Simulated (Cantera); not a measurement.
A closed system holds: 1 mol SiCl4, 58 mol N2, at 0.750 Torr.

These are equilibrium values from Cantera (NASA tables, ideal gas, pure condensed phases), not measurements of a reactor. Candidate condensed phases: Si, Si3N4; 13 gas species. The tables' values for SiCl3 are old estimates; treat these amounts as uncertain. Rates play no part.

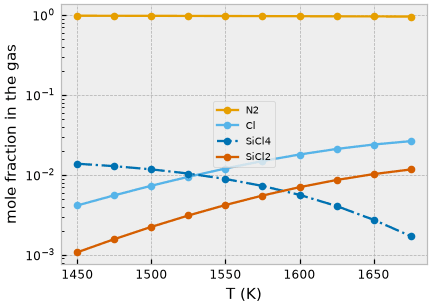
Figure. Equilibrium gas composition (values under 1e-9 drawn at 1e-9)

Question: Read off the mole fractions at 1550 K.

Answer: N2 about 0.97, Cl about 0.012, SiCl4 about 0.0089, SiCl2 about 0.0042.
